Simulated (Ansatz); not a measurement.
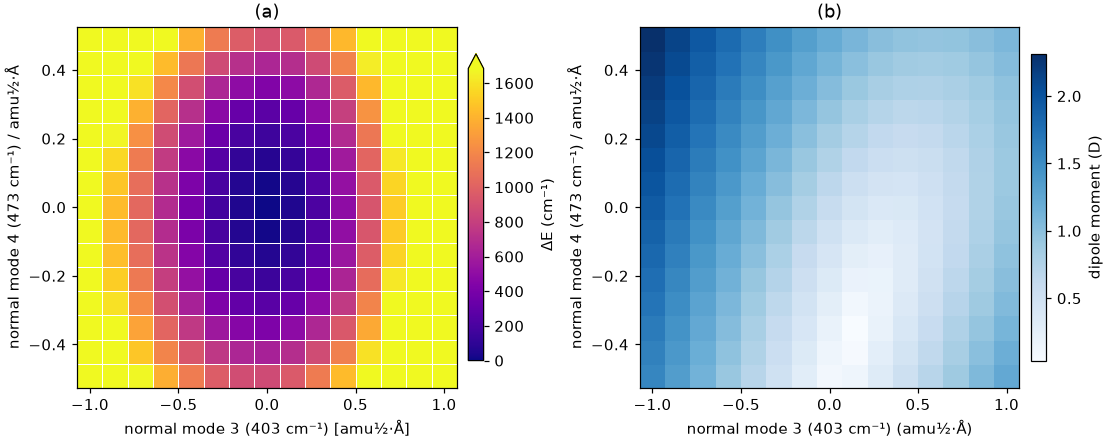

C₂H₂In, SMILES C#[C][InH], spin multiplicity 2. Coordinates scanned: (1) normal mode 3 (403 cm⁻¹); (2) normal mode 4 (473 cm⁻¹). Nothing is relaxed (straight displacements along the two mass-weighted modes). Grid: 15 × 15 points. Points are written as (first, second). Energies are in cm⁻¹, from the lowest grid point. The calculation used UKS PBE0-D4/def2-TZVP (Ansatz 0.2.0).

Panel (a) is the energy; panel (b) is the computed dipole moment, in D.

The picture shows one coloured cell a grid point, one colour for all values above the top of the scale.

**How does the dipole moment vary over the map, and what is it at the lowest grid point?**

Leaving out the highest fifth of the energies, it runs from 0.04 D at (0.143 amu½·Å, −0.351 amu½·Å) to 2.04 D at (−1.001 amu½·Å, 0.140 amu½·Å). At the lowest grid point, (0.000 amu½·Å, 0.000 amu½·Å), it is 0.59 D.

```csv
"normal mode 4 (473 cm⁻¹) ↓, normal mode 3 (403 cm⁻¹) →",−1.001,−0.858,−0.715,−0.572,−0.429,−0.286,−0.143,0.000,0.143,0.286,0.429,0.572,0.715,0.858,1.001
0.491,2.31,2.14,1.96,1.79,1.63,1.48,1.33,1.20,1.10,1.01,0.96,0.94,0.96,1.01,1.08
0.421,2.26,2.08,1.90,1.73,1.56,1.40,1.25,1.12,1.00,0.92,0.87,0.86,0.88,0.94,1.02
0.351,2.21,2.03,1.84,1.66,1.49,1.32,1.17,1.03,0.91,0.82,0.78,0.77,0.81,0.88,0.98
0.281,2.16,1.97,1.78,1.60,1.42,1.25,1.09,0.94,0.82,0.73,0.69,0.69,0.74,0.83,0.94
0.210,2.10,1.91,1.72,1.53,1.35,1.17,1.00,0.85,0.73,0.64,0.60,0.62,0.69,0.79,0.92
0.140,2.04,1.85,1.65,1.46,1.27,1.09,0.92,0.76,0.63,0.55,0.52,0.56,0.65,0.77,0.91
0.070,1.99,1.79,1.59,1.39,1.20,1.02,0.84,0.68,0.54,0.46,0.44,0.51,0.62,0.76,0.91
0.000,1.93,1.73,1.53,1.33,1.13,0.94,0.76,0.59,0.45,0.37,0.38,0.48,0.61,0.76,0.92
−0.070,1.87,1.67,1.47,1.26,1.06,0.87,0.68,0.51,0.36,0.29,0.34,0.46,0.62,0.78,0.94
−0.140,1.82,1.61,1.41,1.20,1.00,0.80,0.61,0.42,0.28,0.23,0.32,0.47,0.64,0.81,0.97
−0.210,1.76,1.56,1.35,1.14,0.93,0.73,0.53,0.35,0.19,0.18,0.32,0.49,0.67,0.84,1.01
−0.281,1.71,1.50,1.29,1.08,0.87,0.67,0.47,0.27,0.11,0.17,0.35,0.53,0.71,0.89,1.06
−0.351,1.66,1.45,1.24,1.03,0.82,0.61,0.40,0.20,0.04,0.21,0.40,0.58,0.77,0.94,1.11
−0.421,1.61,1.40,1.18,0.97,0.76,0.55,0.34,0.14,0.06,0.26,0.45,0.64,0.83,1.00,1.17
−0.491,1.56,1.35,1.13,0.92,0.71,0.50,0.29,0.10,0.14,0.33,0.52,0.71,0.89,1.07,1.23
```
